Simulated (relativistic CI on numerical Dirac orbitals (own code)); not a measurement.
**Co⁺: L2,3 absorption multiplets**

Aim: the L2,3 absorption spectrum of Co⁺ in 4 surroundings, from the same atomic integrals.

The numbers are computed with relativistic CI on numerical Dirac orbitals (own code) version 1 (Dirac-Coulomb-Breit CI, KLI orbitals optimised for each configuration, model QED (radiative potential, 1s self-energy scaled to tabulated hydrogen-like ionisation energies), valence Slater integrals scaled by 0.8, multiplet model of core-to-valence dipole absorption in a parametric crystal field), except any that are marked as measured or tabulated.

## (1) The system

* ion: Co⁺ (Co II)
* nuclear charge: 27
* electrons: 26
* configurations: [Ar] 3d8 → [He] 2s2 2p5 3s2 3p6 3d9
* magnetising field for the dichroism, Lz and Sz: exchange field 10 meV on Sz; these come from the lowest magnetised state alone (0 K)
* temperature of the isotropic spectrum: 300 K
* widths: Lorentz 0.24 eV, Gauss 0.3 eV
* surrounding 1: Oh, 10Dq = 14300 cm⁻¹
* surrounding 2: Oh, 10Dq = 17300 cm⁻¹
* surrounding 3: Oh, 10Dq = 20300 cm⁻¹
* surrounding 4: Oh, 10Dq = 23300 cm⁻¹

## (2) Surrounding 1: Oh, 10Dq = 14300

Settings of the run:

```ini
atom Co  Z=27  charge=1  electrons=26
nucleus A=59  rms_radius_fm=3.7875
hamiltonian dirac-coulomb  breit=on  qed=on  c_scale=1
orbitals kli  potential=per-configuration
slater_scale 0.8
correlation none
mixing on
configurations
  [Ar] 3d8
  [He] 2s2 2p5 3s2 3p6 3d9
end
absorption L2,3 T=300 lorentz=0.24 gauss=0.3
crystal_field Oh 10Dq=14300
```

The program writes no log. Results of the run, from its result record (rounded, main fields):

```text
{
  "status": "converged",
  "curve, one point in 2 above 2 % of the maximum [energy, isotropic, mcd, ld] [eV; bohr^2/eV]": [
    [778.7, 8.635e-05, -5.73e-05, -4.201e-06],
    [778.9, 0.0001301, -8.396e-05, -5.403e-06],
    [779.1, 0.0002217, -0.0001345, -5.723e-06],
    [779.3, 0.0004779, -0.0002503, 4.511e-06],
    [779.5, 0.001423, -0.0006023, 4.722e-05],
    [779.7, 0.003483, -0.002036, -0.0001242],
    [779.9, 0.003709, -0.003938, -0.0006422],
    [780.1, 0.001639, -0.002279, -0.0004923],
    [780.3, 0.0005463, -0.0006905, -0.0001459],
    [780.5, 0.0002562, -0.0002546, -4.15e-05],
    [780.7, 0.0001669, -0.000114, -6.396e-06],
    [780.9, 0.0001487, -3.766e-05, 2.34e-05],
    [781.1, 0.0002133, 5.008e-05, 9.195e-05],
    [781.3, 0.0004366, 0.0003584, 0.0002646],
    [781.5, 0.0007196, 0.000891, 0.0004458],
    [781.7, 0.0007517, 0.001011, 0.0003907],
    [781.9, 0.0004153, 0.000504, 0.0001677],
    [782.1, 0.0001724, 0.0001229, 6.979e-05],
    [782.3, 8.949e-05, 3.426e-05, 3.754e-05],
    [782.9, 0.0001156, -0.0001294, 7.188e-05],
    [783.1, 8.194e-05, -9.311e-05, 4.345e-05],
    [794, 0.0001373, 0.0001158, -0.0001148],
    [794.2, 0.0004088, 0.0003608, -0.0003922],
    [794.4, 0.0009475, 0.0006697, -0.0008125],
    [794.6, 0.0008399, 0.0003097, -0.0004773],
    [794.8, 0.0003522, 0.0001179, -9.671e-05],
    [795, 0.0002275, 0.0002104, 3.85e-05],
    [795.2, 0.0004493, 0.0006143, 0.0002686],
    "... 6 more rows left out ..."
  ],
  "sticks, the strongest [energy, strength] [eV, bohr^2]": [
    [779.7, 0.0002908],
    [779.73, 0.0003445],
    [779.77, 0.0004623],
    [779.84, 0.0009481],
    [779.91, 0.0005433],
    [781.28, 3.503e-05],
    [781.47, 0.0002102],
    [781.7, 0.0002792],
    [781.77, 4.165e-05],
    [782.93, 5.351e-05],
    [794.44, 0.0004127],
    [794.54, 0.0001974],
    [795.46, 0.0005699],
    [796.27, 2.45e-05]
  ],
  "total [bohr^2]": 0.00446485,
  "centroid [eV]": 784.3,
  "radial 2p6 3d8 [Ha, bohr]": {"<r^-3>(3d)": 5.4241, "<r^1>(3d)": 1.1071, "<r^2>(3d)": 1.6401, "<r^4>(3d)": 7.5125, "F2(3d,3d)": 0.38058, "F4(3d,3d)": 0.23442, "zeta(3d)": 0.0020496},
  "radial 2p5 3d9 [Ha, bohr]": {"<r^-3>(2p)": 552.68, "<r^1>(2p)": 0.22129, "<r^2>(2p)": 0.060041, "<r^4>(2p)": 0.0072786, "zeta(2p)": 0.35562, "<r^-3>(3d)": 6.4658, "<r^1>(3d)": 1.0296, "<r^2>(3d)": 1.4161, "<r^4>(3d)": 5.6231, "F2(2p,3d)": 0.24444, "G1(2p,3d)": 0.18112, "G3(2p,3d)": 0.1029, "zeta(3d)": 0.002767},
  "ground_degeneracy": 3,
  "ground_Lz": -0.122077,
  "ground_Sz": -0.998851,
  "ground_S": 0.999844,
  "core_spin_orbit_splitting [eV]": 15.3586,
  "branching_ratio": 0.722917,
  "edge_boundary [eV]": 788.863,
  "mcd_integrals": [-0.122629, 0.0888663]
}
```

Wall time 0.095 s (1 thread, shared host).

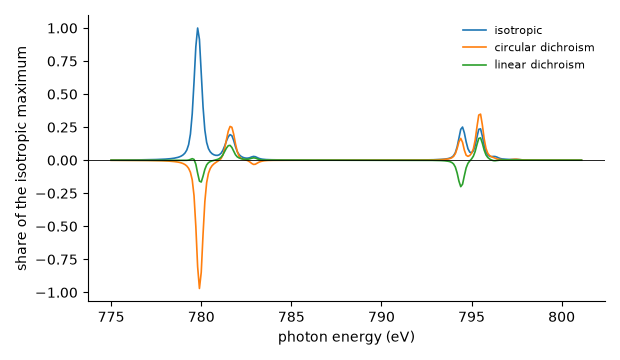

Thermal isotropic spectrum, and the dichroism of the lowest magnetised state alone (0 K, fully polarised).

## (3) Surrounding 2: Oh, 10Dq = 17300

Changes to the settings of step 2:

```diff
@@ -12,2 +12,2 @@
 absorption L2,3 T=300 lorentz=0.24 gauss=0.3
-crystal_field Oh 10Dq=14300
+crystal_field Oh 10Dq=17300
```

From the record:

```text
{
  "status": "converged",
  "curve, one point in 3 above 2 % of the maximum [energy, isotropic, mcd, ld] [eV; bohr^2/eV]": [
    [779, 9.663e-05, -6.472e-05, -5.031e-06],
    [779.3, 0.0001952, -0.0001247, -7.573e-06],
    [779.6, 0.0006281, -0.0003352, 4.015e-06],
    [779.9, 0.0031, -0.00174, -7.803e-05],
    [780.2, 0.003202, -0.003595, -0.0006521],
    [780.5, 0.0006599, -0.0007943, -0.0001596],
    [780.8, 0.0002168, -0.0001826, -2.391e-05],
    [781.1, 0.0001393, -3.567e-05, 1.476e-05],
    [781.4, 0.0002174, 0.0001703, 0.0001077],
    [781.7, 0.0007394, 0.000938, 0.0005113],
    [782, 0.0004706, 0.0005492, 0.0002977],
    [782.3, 0.0002438, 0.0002855, 4.965e-05],
    [782.6, 0.0001042, 5.623e-05, 1.805e-05],
    [783.5, 9.468e-05, -0.000113, 5.937e-05],
    [794.4, 0.0003339, 0.0003057, -0.0003238],
    [794.7, 0.001051, 0.0006541, -0.0008316],
    [795, 0.000449, 0.0001085, -0.0001355],
    [795.3, 0.0002696, 0.0002975, 9.432e-05],
    [795.6, 0.0009083, 0.001322, 0.0006345],
    [795.9, 0.0005405, 0.0007883, 0.0003781],
    [796.2, 0.0001122, 0.0001516, 6.378e-05]
  ],
  "sticks, the strongest [energy, strength] [eV, bohr^2]": [
    [779.96, 0.0003224],
    [779.99, 0.0003521],
    [780.02, 0.0004735],
    [780.08, 0.0009284],
    [780.14, 0.000536],
    [781.77, 0.00042],
    [794.68, 0.0004275],
    [795.69, 0.0005796]
  ],
  "total [bohr^2]": 0.00446424,
  "centroid [eV]": 784.579,
  "ground_degeneracy": 3,
  "ground_Lz": -0.101114,
  "ground_Sz": -0.999178,
  "ground_S": 0.999872,
  "core_spin_orbit_splitting [eV]": 15.3586,
  "branching_ratio": 0.719343,
  "edge_boundary [eV]": 789.28,
  "mcd_integrals": [-0.118966, 0.0904381]
}
```

It took 0.095 s on 1 thread, shared host.

## (4) Surrounding 3: Oh, 10Dq = 20300

Changes to the settings of step 3:

```diff
@@ -12,2 +12,2 @@
 absorption L2,3 T=300 lorentz=0.24 gauss=0.3
-crystal_field Oh 10Dq=17300
+crystal_field Oh 10Dq=20300
```

From the record:

```text
{
  "status": "converged",
  "curve, one point in 3 above 2 % of the maximum [energy, isotropic, mcd, ld] [eV; bohr^2/eV]": [
    [779.2, 9.014e-05, -6.122e-05, -5.122e-06],
    [779.5, 0.0001758, -0.0001161, -8.482e-06],
    [779.8, 0.0005143, -0.0003011, -7.449e-06],
    [780.1, 0.00267, -0.001506, -5.349e-05],
    [780.4, 0.003652, -0.003679, -0.0006307],
    [780.7, 0.0007944, -0.0009146, -0.0001777],
    [781, 0.0002378, -0.0001991, -2.655e-05],
    [781.3, 0.0001418, -4.381e-05, 1.158e-05],
    [781.6, 0.0001908, 0.0001359, 8.752e-05],
    [781.9, 0.0006851, 0.000924, 0.000476],
    [782.2, 0.0005049, 0.0006549, 0.0003475],
    [782.5, 0.0001546, 0.000104, 8.095e-05],
    [782.8, 0.0001333, 0.0001345, 9.797e-06],
    [794.4, 0.0001044, 8.933e-05, -8.377e-05],
    [794.7, 0.00049, 0.0004563, -0.000491],
    [795, 0.001046, 0.0005206, -0.0007201],
    [795.3, 0.0003508, 0.0001055, -6.345e-05],
    [795.6, 0.0003569, 0.0004491, 0.0001794],
    [795.9, 0.001018, 0.001491, 0.0007222],
    [796.2, 0.0003656, 0.0005284, 0.0002498]
  ],
  "sticks, the strongest [energy, strength] [eV, bohr^2]": [
    [780.21, 0.0003598],
    [780.24, 0.0003578],
    [780.27, 0.000481],
    [780.32, 0.0008975],
    [780.36, 0.0005309],
    [782.01, 0.0004536],
    [794.92, 0.0004373],
    [795.92, 0.0005865]
  ],
  "total [bohr^2]": 0.0044638,
  "centroid [eV]": 784.843,
  "ground_degeneracy": 3,
  "ground_Lz": -0.0862909,
  "ground_Sz": -0.99938,
  "ground_S": 0.999893,
  "core_spin_orbit_splitting [eV]": 15.3586,
  "branching_ratio": 0.716767,
  "edge_boundary [eV]": 789.694,
  "mcd_integrals": [-0.116385, 0.0915589]
}
```

Run time: 0.095 s. Hardware: 1 thread, shared host.

## (5) Surrounding 4: Oh, 10Dq = 23300

Changes to the settings of step 4:

```diff
@@ -12,2 +12,2 @@
 absorption L2,3 T=300 lorentz=0.24 gauss=0.3
-crystal_field Oh 10Dq=20300
+crystal_field Oh 10Dq=23300
```

From the record:

```text
{
  "status": "converged",
  "curve, one point in 3 above 2 % of the maximum [energy, isotropic, mcd, ld] [eV; bohr^2/eV]": [
    [779.5, 0.0001024, -7.014e-05, -6.11e-06],
    [779.8, 0.0002114, -0.0001409, -1.072e-05],
    [780.1, 0.0007135, -0.0004197, -1.15e-05],
    [780.4, 0.003497, -0.002287, -0.000187],
    [780.7, 0.002886, -0.003032, -0.0005514],
    [781, 0.0005594, -0.0005763, -0.0001028],
    [781.3, 0.0002018, -0.0001441, -1.399e-05],
    [781.6, 0.0001386, -1.306e-05, 2.201e-05],
    [781.9, 0.0002511, 0.0002437, 0.0001389],
    [782.2, 0.0008007, 0.001111, 0.000567],
    [782.5, 0.0003497, 0.0004559, 0.0002369],
    [782.8, 9.742e-05, 7.206e-05, 4.988e-05],
    [794.7, 0.0001406, 0.0001259, -0.0001222],
    [795, 0.0006943, 0.0006328, -0.0006949],
    [795.3, 0.0009328, 0.0003253, -0.0005184],
    [795.6, 0.0002879, 0.0001354, -1.236e-05],
    [795.9, 0.0005068, 0.0006902, 0.0003072],
    [796.2, 0.0009772, 0.001435, 0.0006967],
    [796.5, 0.0002415, 0.0003441, 0.0001591]
  ],
  "sticks, the strongest [energy, strength] [eV, bohr^2]": [
    [780.46, 0.000406],
    [780.48, 0.000362],
    [780.5, 0.0004862],
    [780.55, 0.000855],
    [780.58, 0.0005271],
    [782.24, 0.0004625],
    [795.15, 0.0004443],
    [796.14, 0.0005916]
  ],
  "total [bohr^2]": 0.00446347,
  "centroid [eV]": 785.097,
  "ground_degeneracy": 3,
  "ground_Lz": -0.0752565,
  "ground_Sz": -0.999514,
  "ground_S": 0.999909,
  "core_spin_orbit_splitting [eV]": 15.3586,
  "branching_ratio": 0.714824,
  "edge_boundary [eV]": 790.107,
  "mcd_integrals": [-0.114472, 0.092401]
}
```

Run time: 0.095 s. Hardware: 1 thread, shared host.

## (6) Comparison

| surrounding | ground S | Lz (0 K) | Sz (0 K) | centroid (eV) | share of the lower edge | up to four highest peaks (% of the highest), eV |
| --- | --- | --- | --- | --- | --- | --- |
| 1: Oh | 1.00 | -0.12 | -1.00 | 784.30 | 0.723 | 779.8 (100), 781.6 (19), 794.5 (25), 795.5 (24) |
| 2: Oh | 1.00 | -0.10 | -1.00 | 784.58 | 0.719 | 780.1 (100), 781.8 (19), 794.7 (26), 795.7 (25) |
| 3: Oh | 1.00 | -0.09 | -1.00 | 784.84 | 0.717 | 780.3 (100), 782.0 (19), 795.0 (24), 795.9 (24) |
| 4: Oh | 1.00 | -0.08 | -1.00 | 785.10 | 0.715 | 780.5 (100), 782.2 (19), 795.2 (25), 796.1 (23) |

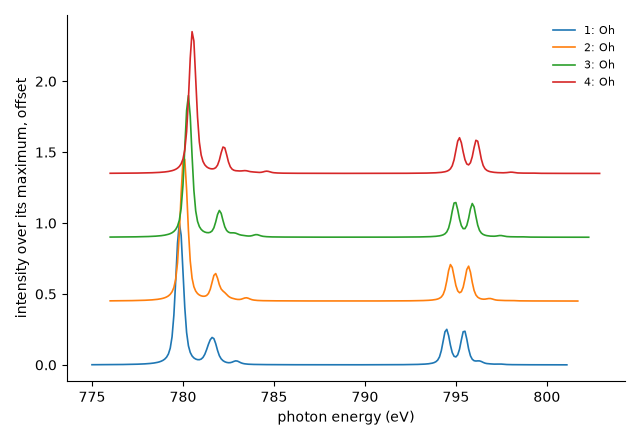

The spectra, each scaled to its maximum and offset.

## (7) Outcome

```
                                 quantity           value
                  highest peak, first run        779.8 eV
      ground spin (effective S from ⟨S²⟩)            1.00
                  share of the lower edge  0.715 to 0.723
core spin-orbit splitting (without Breit)        15.36 eV
```

**Reading.** The lower edge takes 0.72 of the intensity in surrounding 1, above the statistical 0.67. The position of the maximum differs by up to 0.7 eV between the surroundings, by shifts of peaks or by peaks exchanging rank. Edge positions are free-ion values and differ from those in solids by a few eV or more.
